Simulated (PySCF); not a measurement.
NMR shielding calculation of C₆H₁₁BF₃P

System: C₆H₁₁BF₃P, SMILES C=C[P@@+](C)(C1CC1)[B-](F)(F)F.
Method: GIAO PBE0/pcSseg-1 NMR shielding, non-relativistic, gas phase (PySCF 2.14.0).

The geometry comes from this level: GFN2-xTB. Figures and captions count atoms from 1; the log counts them from 0 in places.

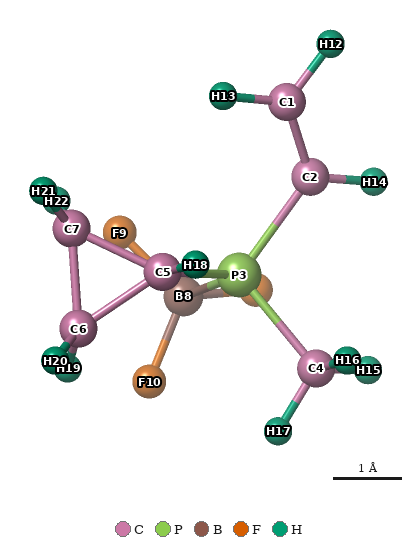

**Figure 1.** The structure as given in the input (ball-and-stick view, seen at an oblique angle; atoms are numbered from 1 in the order of the input). Bond lengths as drawn: B–F 1.35 to 1.36 Å, B–P 2.09 Å, C–C 1.32 to 1.51 Å, C–H 1.08 to 1.09 Å and C–P 1.80 to 1.83 Å.

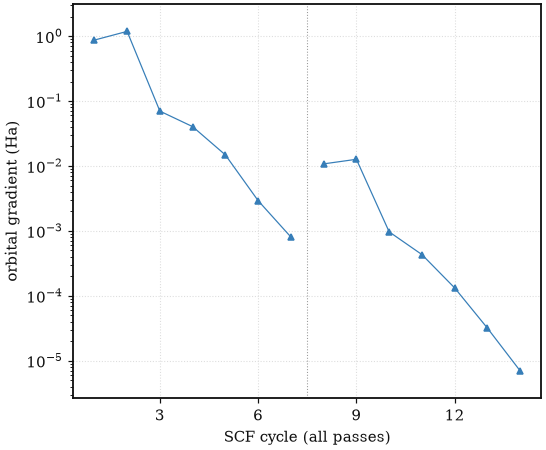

**Figure 2.** Convergence of the self-consistent field: orbital gradient against the SCF cycle. The dotted line marks the change from a coarse to the final integration grid. The first 7 cycles use a coarse grid, the final grid takes over at cycle 8, and the field converges after 14 cycles in all.

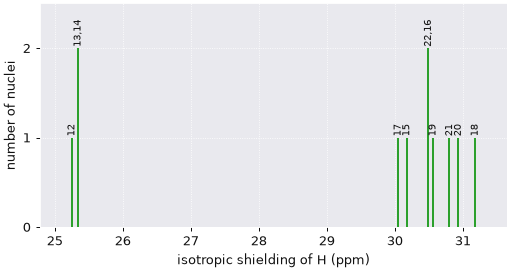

**Figure 3.** Isotropic shieldings of the hydrogen nuclei in this fixed geometry, labelled by atom number; shielding grows to the right, so chemical shift grows to the left. The least shielded is H12 (25.2 ppm), the most shielded H18 (31.2 ppm).

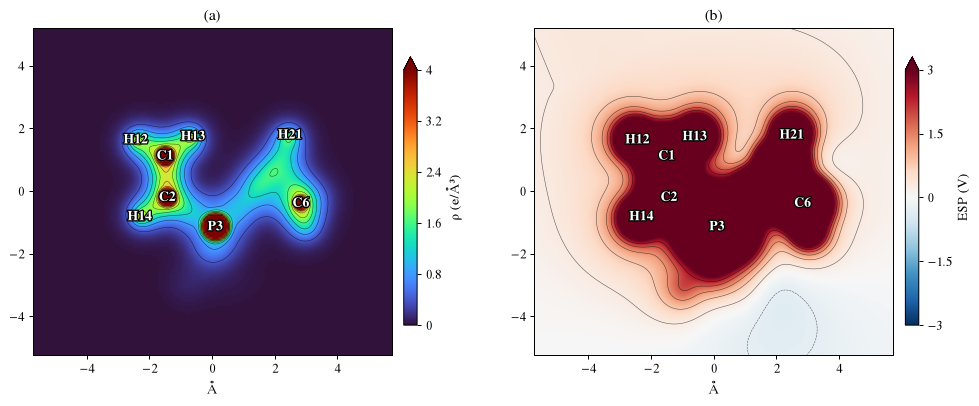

**Figure 4.** (a) electron density; (b) electrostatic potential on the plane of atoms C1, C2 and H14. Atoms in the plane: C, P and H. C–C (1.32 Å): ρ is about 2.3 e/Å³ halfway. C–P (1.80 Å): ρ is about 1.2 e/Å³ halfway. C–H (1.08 Å): ρ at the midpoint is about 2.1 e/Å³.

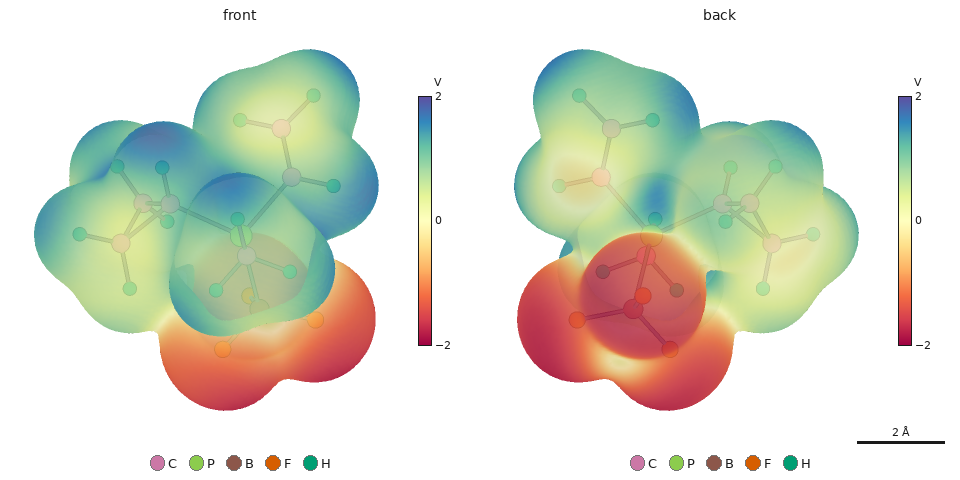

**Figure 5.** The molecular electrostatic potential painted on the density surface at 0.004 e/bohr³, seen at a tilt and from behind; the colour scale runs from red (negative) to blue (positive). Its dipole moment is 6.54 D.

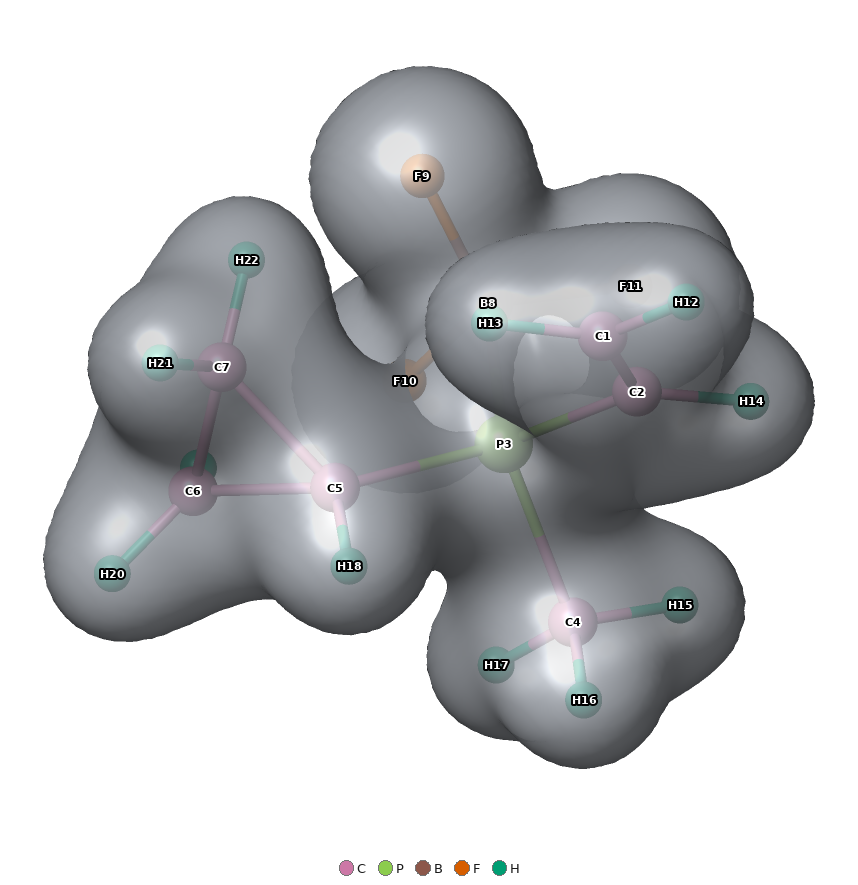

**Figure 6.** Isosurface of the total electron density at 0.2 e/Å³ (grey), seen from the side. At this value the surface is in one piece. On the grid the lowest density along these lines, outside the cores, is 2.3 e/Å³ (C–C, 1.32 Å), 1.4 e/Å³ (B–F, 1.35 Å), 1.1 e/Å³ (C–P, 1.80 Å) and 0.67 e/Å³ (B–P, 2.09 Å).

These pictures come from the run below.

**Input**
```
{"job": {"kind": "nmr", "xc": "PBE0", "basis": "pcSseg-1"}, "charge": 0, "multiplicity": 1}
C      0.652647    -2.506446     0.884856
C      1.032077    -1.278320     1.202433
P      0.386157     0.219749     0.432070
C      1.889609     1.219696     0.138653
C     -0.173889    -0.275422    -1.224296
C     -1.119095     0.648530    -1.945224
C     -1.623918    -0.642132    -1.397987
B     -0.924668     1.357765     1.603964
F     -2.090217     0.677433     1.709006
F     -1.039823     2.525115     0.914310
F     -0.255533     1.490882     2.778473
H      1.034372    -3.369921     1.404294
H     -0.054068    -2.694727     0.094050
H      1.718468    -1.091930     2.019601
H      2.330615     1.473488     1.101767
H      2.608381     0.670887    -0.467223
H      1.599171     2.139759    -0.365960
H      0.566314    -0.811120    -1.809327
H     -1.416798     1.559425    -1.447272
H     -1.003718     0.750072    -3.014114
H     -1.865135    -1.438977    -2.086274
H     -2.261364    -0.604420    -0.526650
```

The first line tells a small driver script what to run in PySCF; the rest is the geometry in Å.

Run as:
```bash
OMP_NUM_THREADS=1 python <driver script> task.json out
```

**Log**
```
coarse grid: 19304 points
cycle   1  E = -900.1303955079  dE =  1.404e+00  |g| = 8.699e-01  |ddm| = 4.194e+00
cycle   2  E = -900.0458124950  dE =  8.458e-02  |g| = 1.185e+00  |ddm| = 1.437e+00
cycle   3  E = -900.2622468998  dE = -2.164e-01  |g| = 7.007e-02  |ddm| = 8.148e-01
cycle   4  E = -900.2630600942  dE = -8.132e-04  |g| = 4.041e-02  |ddm| = 9.844e-02
cycle   5  E = -900.2634244025  dE = -3.643e-04  |g| = 1.481e-02  |ddm| = 4.174e-02
cycle   6  E = -900.2634783502  dE = -5.395e-05  |g| = 2.922e-03  |ddm| = 1.368e-02
cycle   7  E = -900.2634802437  dE = -1.893e-06  |g| = 8.048e-04  |ddm| = 3.128e-03
final grid: 184288 points
cycle   8  E = -900.3407556790  dE = -7.275e-05  |g| = 1.078e-02  |ddm| = 3.417e-02
cycle   9  E = -900.3407460798  dE =  9.599e-06  |g| = 1.268e-02  |ddm| = 1.764e-02
cycle  10  E = -900.3407829108  dE = -3.683e-05  |g| = 9.676e-04  |ddm| = 1.006e-02
cycle  11  E = -900.3407830927  dE = -1.819e-07  |g| = 4.318e-04  |ddm| = 1.226e-03
cycle  12  E = -900.3407831353  dE = -4.259e-08  |g| = 1.323e-04  |ddm| = 4.177e-04
cycle  13  E = -900.3407831393  dE = -4.035e-09  |g| = 3.179e-05  |ddm| = 1.186e-04
cycle  14  E = -900.3407831395  dE = -2.124e-10  |g| = 6.973e-06  |ddm| = 3.099e-05
converged SCF energy = -900.3407831395

GIAO shielding tensors (ppm)
atom      isotropic    diamagn.    paramagn.     s11        s22        s33       span
  0 C       48.027     256.093    -208.065    -72.799     45.397    171.484    244.283
  1 C       48.801     265.782    -216.981    -62.861     51.502    157.761    220.622
  2 P      348.651     973.032    -624.381    312.390    333.096    400.468     88.078
  3 C      176.607     255.485     -78.878    167.765    172.470    189.586     21.821
  4 C      180.696     258.715     -78.019    153.455    162.219    226.415     72.960
  5 C      183.868     255.119     -71.251    152.566    180.826    218.210     65.644
  6 C      180.772     254.381     -73.609    151.455    178.513    212.349     60.894
  7 B      101.728     188.412     -86.684     91.354    105.546    108.285     16.931
  8 F      316.021     470.723    -154.702    271.600    302.003    374.459    102.859
  9 F      311.780     470.424    -158.644    267.610    299.610    368.119    100.509
 10 F      306.708     468.660    -161.952    256.980    296.727    366.418    109.438
 11 H       25.250      28.831      -3.581     22.523     24.195     29.032      6.510
 12 H       25.331      34.307      -8.976     21.810     23.070     31.113      9.303
 13 H       25.351      32.530      -7.179     23.347     24.120     28.585      5.238
 14 H       30.174      31.211      -1.037     25.360     27.497     37.665     12.305
 15 H       30.494      32.251      -1.757     25.952     28.258     37.273     11.320
 16 H       30.046      31.968      -1.922     25.372     28.389     36.379     11.007
 17 H       31.180      35.226      -4.045     24.230     28.102     41.209     16.979
 18 H       30.560      32.440      -1.880     23.236     29.007     39.436     16.199
 19 H       30.933      31.197      -0.264     24.967     25.842     41.988     17.021
 20 H       30.803      31.387      -0.583     25.224     25.550     41.637     16.413
 21 H       30.490      32.608      -2.118     23.529     28.908     39.033     15.504
```

**Results in brief**

```json
{"quantity": "outcome", "value": "converged"}
{"quantity": "total energy", "value": "−900.340783 hartree"}
{"quantity": "HOMO", "value": "−7.86 eV"}
{"quantity": "LUMO", "value": "−1.00 eV"}
{"quantity": "dipole moment", "value": "6.54 D"}
{"quantity": "isotropic shielding, C", "value": "48.0 to 183.9 ppm"}
{"quantity": "isotropic shielding, P", "value": "348.7 ppm"}
{"quantity": "isotropic shielding, B", "value": "101.7 ppm"}
{"quantity": "isotropic shielding, F", "value": "306.7 to 316.0 ppm"}
{"quantity": "isotropic shielding, H", "value": "25.2 to 31.2 ppm"}
{"quantity": "hardware", "value": "1 CPU thread, shared host"}
{"quantity": "wall time", "value": "78 s"}
{"quantity": "peak memory", "value": "1.1 GiB"}
```
